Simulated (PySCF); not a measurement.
Vertical excitations of a molecule CH9GeN3 from TDDFT-B3LYP/def2-SVPD in PySCF, as energy in eV (oscillator strength): 5.52 (0.049), 5.78 (0.062), 6.55 (0.060), 6.82 (0.000), 6.96 (0.002), 7.00 (0.001), 7.16 (0.009), 7.29 (0.021), 7.35 (0.014), 7.73 (0.000). Lowest triplet (TDA): 5.25 eV. Geometry optimised at PBE0-D3(BJ)/def2-SVP. Other conformers were not sampled.

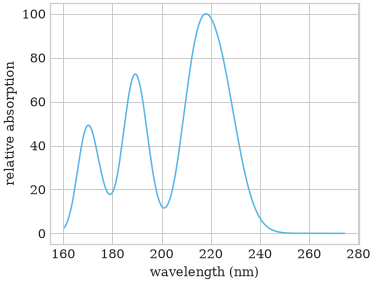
Figure. The lines broadened by 0.4 eV.

Task: Which molecule gave these data?
A. [CH3][Ge]([NH2])([NH2])[NH2]
B. C[NH][GeH]([NH2])[NH2]
C. N[CH2][GeH]([NH2])[NH2]

Result: A, [CH3][Ge]([NH2])([NH2])[NH2]
